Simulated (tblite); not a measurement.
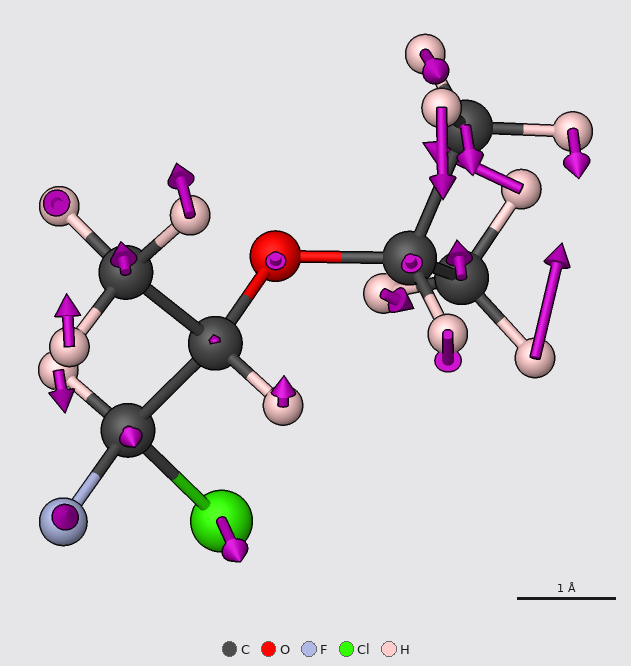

This is a relaxation of C₆H₁₂ClFO. The starting structure is drawn; purple arrows show the displacements, at their true length. The two geometries are superimposed by the best rigid fit.

Style: ball-and-stick. Shown from a free direction.

Computed with GFN2-xTB geometry optimisation, gas phase (tblite 0.8.0). 

Atoms of which element are displaced furthest, and by how much?

Answer. Hydrogen: up to 1.27 Å, against 0.81 Å for chlorine.

What happened in the run?

Answer. An H atom moves most after the best rigid fit: 1.27 Å. By element the largest moves are H 1.27 Å, Cl 0.81 Å, C 0.61 Å, F 0.44 Å, O 0.24 Å. Some distances before and after: C–H 1.138 → 1.086 Å, C–O 1.376 → 1.426 Å, C–F 1.396 → 1.360 Å, C–O 1.381 → 1.406 Å. Bond angles that change, for instance: H–C–H 103.0° → 109.4°, C–C–C 105.4° → 111.3°, H–C–H 113.7° → 108.7°. Groups turn about C–C by about 55°, C–O by about 40°. The energy falls by 12.9 kcal/mol in 163 geometry steps. The run took 4.8 s on 1 thread of Intel(R) Xeon(R) Processor @ 2.50GHz, with other jobs on the host.
